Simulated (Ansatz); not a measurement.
# Cl3H3OZr: what the fields show

```xyz
8

Zr   -0.5929    0.2058   -0.5592
O     1.2126   -0.1235    0.8826
Cl    0.2424   -1.8699   -1.3560
Cl   -2.7844    0.2064   -1.3415
Cl    0.3756    2.1733   -1.3531
H     1.0086   -0.0547    1.8201
H    -1.1835    0.3908    1.1754
H     1.7217   -0.9281    0.7317
```

The product side of a reaction path; geometry: PBE0-D4/def2-TZVP; core potentials replace the inner electrons of Zr.

Theory: RKS PBE0-D4/def2-TZVPP in Ansatz 0.2.0.

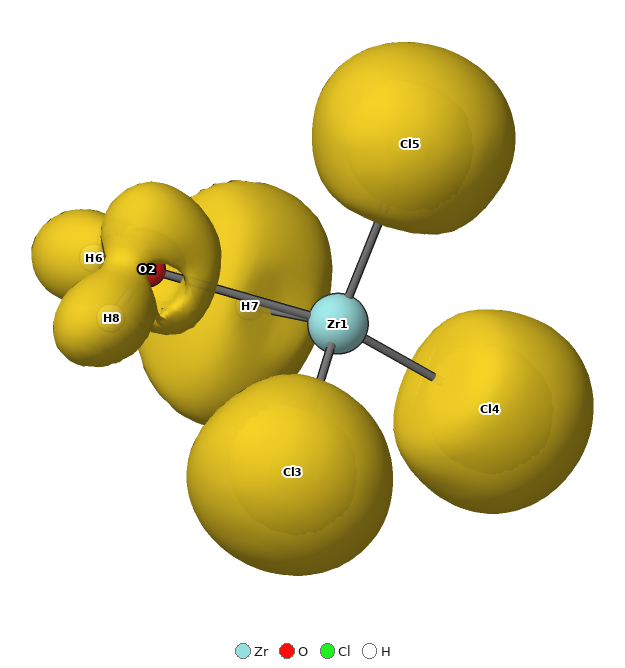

Figure 1. Isosurface of the ELF at 0.8 (yellow), seen at a tilt. Core shells and regions of very low density are left out.

Describe the localisation domains.

Answer. The surface consists of one region around a hydrogen nucleus, three regions wrapped around Cl (the valence shell of each) and one joined region spread over several atoms (H, O), in which their bonds and any lone pairs are merged. Along the contacts the grid gives the following. Zr–Cl (2.33 Å): the ELF peaks at about 0.85 in the valence shell of Cl, 0.8 Å from its nucleus, and is about 0.35 at the midpoint. Zr–O (2.33 Å): the ELF is about 0.10 at the midpoint.

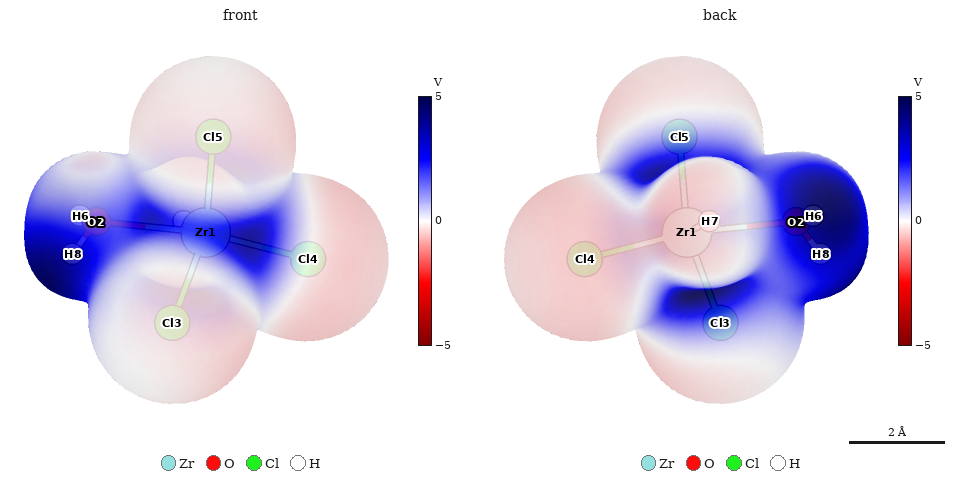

Figure 2. The molecular electrostatic potential painted on the density surface at 0.004 e/bohr³, seen from the front and from behind; red is negative and blue positive.

Describe the electrostatic potential map.

Answer. The most negative region (about −0.6 V) lies over Cl4 and H7, the most positive (about +4.7 V) over Zr1, H6 and H8.

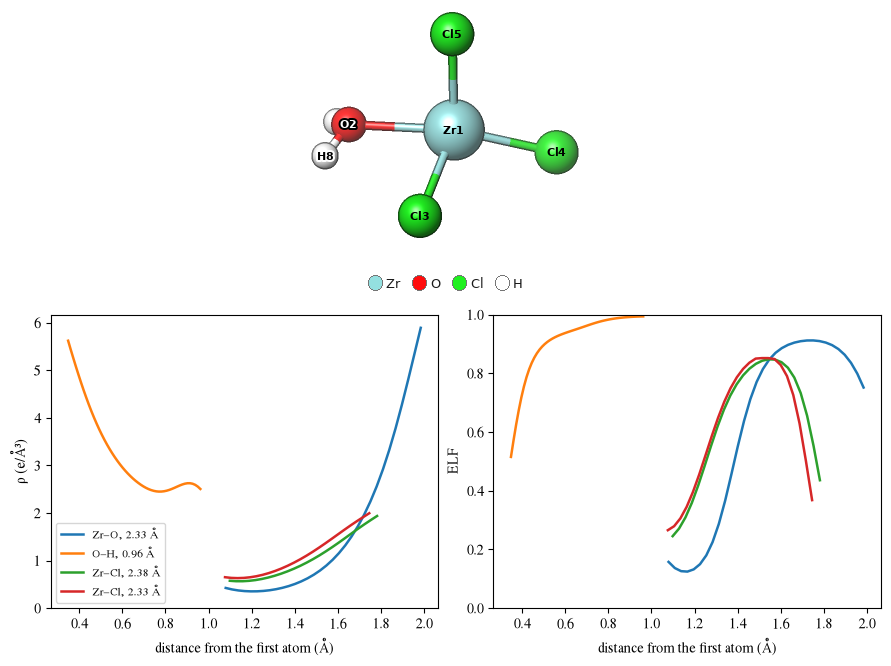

Figure 3. Electron density and ELF along straight lines between neighbouring atoms. The curves leave out the atomic cores. The structure is drawn too.

Compare the contacts.

Answer. Zr–O (2.33 Å): ρ is about 0.36 e/Å³ halfway; the ELF is about 0.10 at the midpoint.
O–H (0.96 Å): ρ is about 3.9 e/Å³ halfway; the ELF climbs to about 1 towards the hydrogen, as it does in any bond to H; an ordinary covalent bond to hydrogen.
Zr–Cl (2.38 Å): ρ at the midpoint is about 0.57 e/Å³; the ELF peaks at about 0.85 in the valence shell of Cl, 0.8 Å from its nucleus, and is about 0.35 at the midpoint.
Zr–Cl (2.33 Å): ρ at the midpoint is about 0.64 e/Å³; the ELF peaks at about 0.85 in the valence shell of Cl, 0.8 Å from its nucleus, and is about 0.35 at the midpoint.

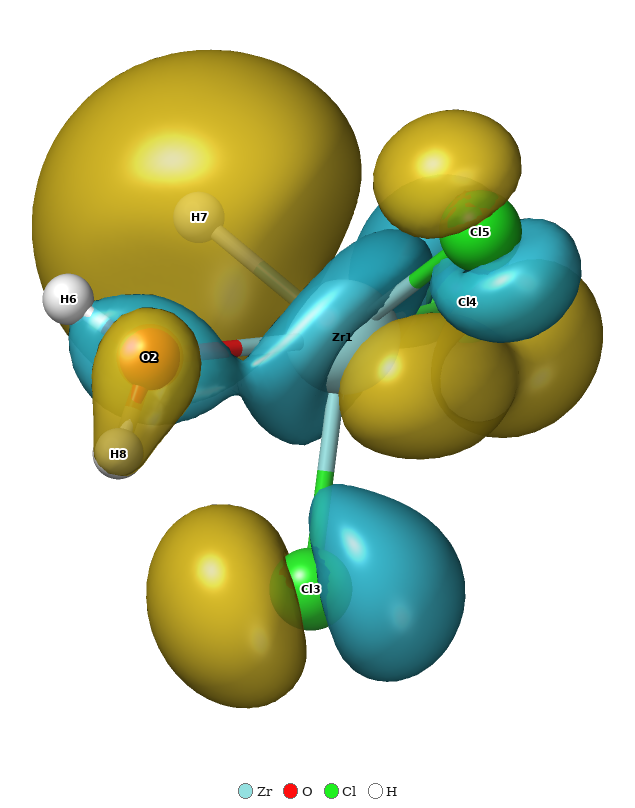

Figure 4. One frontier orbital at ±0.06 Å⁻³ᐟ² (yellow and cyan are the two phases), seen at an oblique angle.

Which orbital is it: HOMO or LUMO?

Answer. The HOMO, at −8.39 eV. It lies mainly on H7 (about 45 %), Zr1 (about 35 %), Cl3 (about 10 %) and Cl4 (about 5 %).
